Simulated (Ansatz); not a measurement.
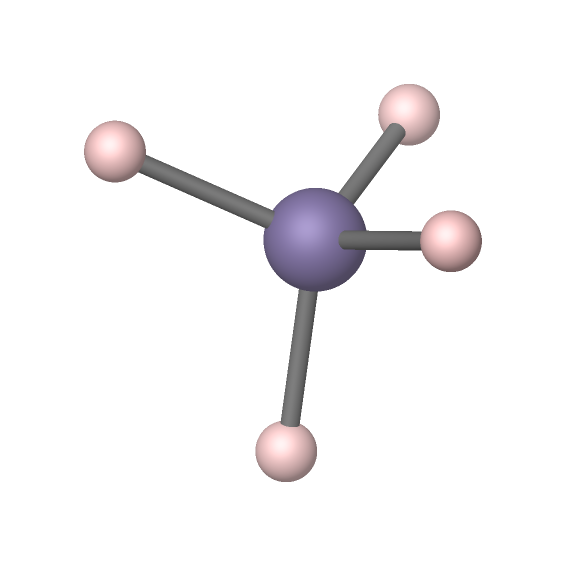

The picture shows a molecular structure as a ball-and-stick model. Every bond is drawn as one stick, whatever its order. Colours: germanium purple, hydrogen pink.

Computed geometry: PBE0-D4/def2-TZVP optimisation.

Description:

The molecule is GeH₄. This geometry has Td symmetry. Coordination: 1 Ge tetrahedral.

The parts below concern this one geometry. Atoms keep their numbers from picture to picture.

**Charges**

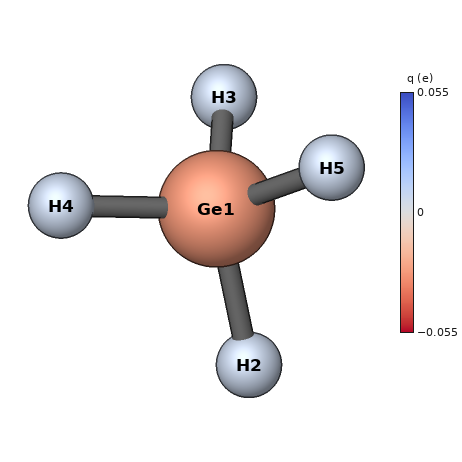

Atoms are coloured by their Mulliken charges. Method: RKS PBE0-D4/def2-TZVP (Ansatz 0.2.0).

Give the Mulliken charges atom by atom.

```tsv
atom	value (e)
Ge1	−0.03
H2	0.01
H3	0.01
H4	0.01
H5	0.01
```

**Electronic properties**

Level of theory: RKS PBE0-D4/def2-TZVPP (Ansatz 0.2.0).

Predict the main results.

- HOMO energy (Kohn–Sham orbital): −9.65 eV
- LUMO energy (Kohn–Sham orbital): 1.07 eV
- HOMO–LUMO gap: 10.72 eV

**Vibrations**

Harmonic vibrations computed with RKS PBE0-D4/def2-TZVP (Ansatz 0.2.0) at a stationary point of the same level.

> How many vibrational modes are there, and where do they lie?

9 modes: 821, 821, 821, 924, 924, 2169, 2175, 2175, 2175 cm⁻¹.

Mulliken values depend strongly on the basis set and can even reverse the polarity of a bond.
